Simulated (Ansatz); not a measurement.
# doublet C2H7Ga+ at 6 levels

We compute a comparison of 6 runs (U-wB97M-V/def2-SVP, UB2PLYP/def2-SVP, UCAM-B3LYP/def2-SVP, RPA@PBE0/def2-SVP, UMP2/def2-SVP, UCCSD(T)/def2-SVP) of doublet C2H7Ga+. 

The calculation is run with Ansatz 0.2.0.

47 further runs of the same task are left out: 1 that didn't finish, 46 set aside as unsound or not needed.

**1. The molecule**

C2H7Ga+: 10 atoms, total charge +1, spin state doublet. As SMILES of the parent species, `[CH3][GaH][CH3]`. The coordinates come from a PBE0-D4/def2-TZVP relaxation. That shape belongs to the parent species and isn't relaxed for this state.

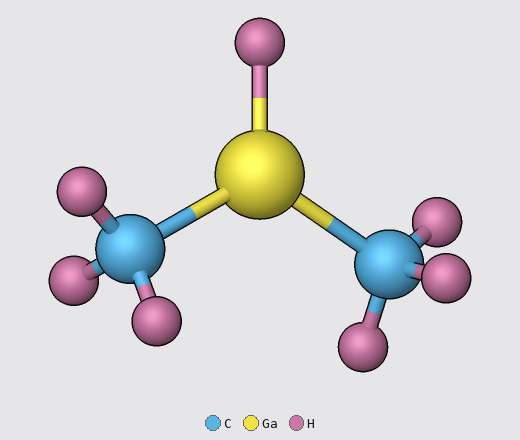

The structure, seen from a chosen angle (carbon blue, gallium yellow, hydrogen pink).

**2. The energy at U-wB97M-V/def2-SVP (run 1)**

The input, run.yaml:

```yaml
crystal:
  periodic: [false, false, false]
  atoms:
    - symbol: C
      position_ang: [-1.063400, 1.142800, -0.711800]
    - symbol: Ga
      position_ang: [0.649000, 0.266100, -0.281300]
    - symbol: C
      position_ang: [0.681500, -1.321500, 0.886900]
    - symbol: H
      position_ang: [-1.533700, 0.614200, -1.548200]
    - symbol: H
      position_ang: [-0.935400, 2.183800, -1.011500]
    - symbol: H
      position_ang: [-1.759700, 1.095200, 0.128600]
    - symbol: H
      position_ang: [1.997300, 0.836500, -0.872600]
    - symbol: H
      position_ang: [0.687700, -0.994000, 1.932300]
    - symbol: H
      position_ang: [1.569300, -1.935900, 0.730500]
    - symbol: H
      position_ang: [-0.209600, -1.938300, 0.750100]
basis:
  gaussian:
    orbitals: def2-SVP
total_charge: 1
magnetization:
  spin_polarized: true
  initial_magnetization: 1
hamiltonian:
  xc: {name: wB97M-V}
accuracy: high
output: {orbitals: {seedname: orbitals}}
```

The run is started by

```
$ ansatz run run.yaml --threads 1 --pin off --max-ram 3480MiB --events-out events.jsonl --progress --plain --runs-dir runs
```

Output:

```text
Warning: RAYON_NUM_THREADS=1 ignored (pool sized by the plan → 1); use --threads N
Functional definition: wB97M-V
  name "wB97M-V"
  parameter omega = 0.3/bohr
  parameter cx = 0.15
  parameter cx01 = 1.007
  parameter cx10 = 0.259
  parameter css00 = 0.443
  parameter css04 = -1.437
  parameter css10 = -4.535
  parameter css20 = -3.390
  parameter css43 = 4.278
  parameter cos00 = 1.000
  parameter cos10 = 1.358
  parameter cos20 = 2.924
  parameter cos21 = -8.812
  parameter cos60 = -1.390
  parameter cos61 = 9.142
  parameter b = 6.0
  parameter c = 0.01
  gx(w, u) = 1 - cx + cx01*u + cx10*w
  gss(w, u) = css00 + css04*u^4 + css10*w + css20*w^2 + css43*w^4*u^3
  gos(w, u) = cos00 + cos10*w + (cos20 + cos21*u)*w^2 + (cos60 + cos61*u)*w^6
  exchange = spin_sum(e_x_unif_sr(omega)*gx(b97_w, b97_u_x)) + cx*exact_x_sr(omega) + exact_x_lr(omega)
  correlation = spin_sum(e_c_pw_mod_same_spin*gss(b97_w, b97_u_same))
      + integral(e_c_pw_mod_opposite_spin*gos(b97_w_opposite, b97_u_opposite)) + vv10(b, c)
2190 factors; integrals over basis functions are off by at most 7.9e-9 eV
396 factors; integrals over basis functions are off by at most 2.3e-9 eV
mean field evaluation 1: about -54532.4830 eV, gradient 4.6e1 eV
mean field evaluation 2: about -54535.6249 eV, gradient 3.8e1 eV
mean field evaluation 4: about -54542.8742 eV, gradient 1.9e0 eV
mean field evaluation 8: about -54542.9756 eV, gradient 1.1e-1 eV
mean field evaluation 16: about -54542.9759 eV, gradient 6.5e-4 eV
mean field evaluation 32: about -54543.2609 eV, gradient 1.6e-3 eV
mean field -54543.26094479 eV, -2004.4278689709 hartree, gradient 2.2e-8 eV, S^2 0.763940; 2 other end points of the search recorded, 0 dependent functions left out
reference -54543.26094959 eV, -2004.4278691474 hartree; 25, 24 occupied and 70, 71 virtual orbitals, 2190 factors
Total energy: -54543.26094959 eV, -2004.4278691474 hartree
```

It took 3.3 min on 1 thread of Arm Neoverse V1, shared host; peak memory 1.1 GiB.

**3. A single-point energy at UB2PLYP/def2-SVP (run 2)**

The input, input.yaml:

```yaml
crystal:
  periodic: [false, false, false]
  atoms:
    - {symbol: C, position_ang: [-1.063400, 1.142800, -0.711800]}
    - {symbol: Ga, position_ang: [0.649000, 0.266100, -0.281300]}
    - {symbol: C, position_ang: [0.681500, -1.321500, 0.886900]}
    - {symbol: H, position_ang: [-1.533700, 0.614200, -1.548200]}
    - {symbol: H, position_ang: [-0.935400, 2.183800, -1.011500]}
    - {symbol: H, position_ang: [-1.759700, 1.095200, 0.128600]}
    - {symbol: H, position_ang: [1.997300, 0.836500, -0.872600]}
    - {symbol: H, position_ang: [0.687700, -0.994000, 1.932300]}
    - {symbol: H, position_ang: [1.569300, -1.935900, 0.730500]}
    - {symbol: H, position_ang: [-0.209600, -1.938300, 0.750100]}
basis:
  gaussian: {orbitals: def2-SVP}
total_charge: 1
magnetization: {spin_polarized: true, initial_magnetization: 1}
hamiltonian: {xc: {name: B2PLYP}}
correlation: {frozen_orbitals: {C: 1, Ga: 9, H: 0}}
accuracy: high
output: {orbitals: {seedname: orbitals}}
```

The run is started by

```
$ ansatz run input.yaml --threads 1 --pin off --max-ram 3480MiB --events-out events.jsonl --progress --plain --runs-dir runs
```

Output:

```text
Warning: RAYON_NUM_THREADS=1 ignored (pool sized by the plan → 1); use --threads N
Functional definition: B2PLYP
  name "B2PLYP"
  parameter a = 0.53
  parameter c = 0.27
  exchange = (1 - a)*b88_x + a*exact_x
  correlation = (1 - c)*lyp_c + c*(mp2_os + mp2_ss)
2190 factors; integrals over basis functions are off by at most 7.9e-9 eV
mean field evaluation 1: about -54518.7064 eV, gradient 4.7e1 eV
mean field evaluation 2: about -54518.7447 eV, gradient 4.7e1 eV
mean field evaluation 4: about -54529.7969 eV, gradient 6.8e0 eV
mean field evaluation 8: about -54530.2931 eV, gradient 3.0e-1 eV
mean field evaluation 16: about -54530.2939 eV, gradient 5.5e-3 eV
mean field evaluation 32: about -54530.2020 eV, gradient 5.7e0 eV
mean field -54530.68126505 eV, -2003.9655742673 hartree, gradient 2.3e-8 eV, S^2 0.778349; 2 other end points of the search recorded, 0 dependent functions left out
11 core orbitals not correlated: weight in the atoms' cores, before any rotation towards them, 1.000 or more for the frozen orbitals, at most 0.000 for the correlated occupied ones
reference -54530.68129174 eV, -2003.9655752483 hartree; 14, 13 occupied and 70, 71 virtual orbitals, 2190 factors
second order -16.33104967 eV of doubles, -0.00000000 eV of singles
Total energy: -54535.09067516 eV, -2004.1276170999 hartree
```

It took 32 s on 1 thread of Arm Neoverse V1, shared host; peak memory 0.63 GiB.

Runs 3 to 5 aren't shown in full; the table further down has their settings and results.

**4. A single-point energy at UCCSD(T)/def2-SVP (run 6)**

The input, job.yaml:

```yaml
basis:
  gaussian:
    orbitals: def2-SVP
crystal:
  periodic: [false, false, false]
  atoms:
    - {symbol: C, position_ang: [-1.063400, 1.142800, -0.711800]}
    - {symbol: Ga, position_ang: [0.649000, 0.266100, -0.281300]}
    - {symbol: C, position_ang: [0.681500, -1.321500, 0.886900]}
    - {symbol: H, position_ang: [-1.533700, 0.614200, -1.548200]}
    - {symbol: H, position_ang: [-0.935400, 2.183800, -1.011500]}
    - {symbol: H, position_ang: [-1.759700, 1.095200, 0.128600]}
    - {symbol: H, position_ang: [1.997300, 0.836500, -0.872600]}
    - {symbol: H, position_ang: [0.687700, -0.994000, 1.932300]}
    - {symbol: H, position_ang: [1.569300, -1.935900, 0.730500]}
    - {symbol: H, position_ang: [-0.209600, -1.938300, 0.750100]}
total_charge: 1
magnetization:
  spin_polarized: true
  initial_magnetization: 1
correlation:
  method: ccsd_t
  frozen_orbitals: {C: 1, Ga: 9, H: 0}
accuracy: high
scf:
  omitted_lower_state_checks: [cluster_reference, increment]
```

The run is started by

```
$ ansatz run job.yaml --threads 1 --pin off --max-ram 3480MiB --events-out events.jsonl --progress --plain --runs-dir runs
```

Output:

```text
Warning: RAYON_NUM_THREADS=1 ignored (pool sized by the plan → 1); use --threads N
[... 14 lines left out ...]
11 core orbitals not correlated: weight in the atoms' cores, before any rotation towards them, 1.000 or more for the frozen orbitals, at most 0.000 for the correlated occupied ones
[... 36 lines left out ...]
Total energy: -54502.93626721 eV, -2002.9459644028 hartree
Checks for a lower state left out: cluster_reference, increment
```

It took 2.4 min on 1 thread of Arm Neoverse V1, shared host; peak memory 1.2 GiB.

**5. Overview of the runs**

```tsv
run	level	frozen core orbitals	energy (Eh)	⟨S²⟩	wall time
1	U-wB97M-V/def2-SVP	–	-2004.427869	0.764	3.3 min
2	UB2PLYP/def2-SVP	11	-2004.127617	0.778	32 s
3	UCAM-B3LYP/def2-SVP	–	-2004.661989	0.767	31 s
4	RPA@PBE0/def2-SVP	11	-2003.123830	0.763	58 s
5	UMP2/def2-SVP	11	-2002.893398	0.821	15 s
6	UCCSD(T)/def2-SVP	11	-2002.945964	0.821	2.4 min
```

**6. Results**

```
                                           quantity           value
                                run 6: total energy  -2002.94596 Eh
run 6: correlation energy (11 core orbitals frozen)      -538.2 mEh
                              run 6: (T) correction      -16.40 mEh
           run 6: ⟨S²⟩ of the reference determinant           0.821
                               run 6: T1 diagnostic           0.016
```

**Reading.** Totals of different functionals can't be ranked against each other. All runs together took 7.9 min, the longest 3.3 min.
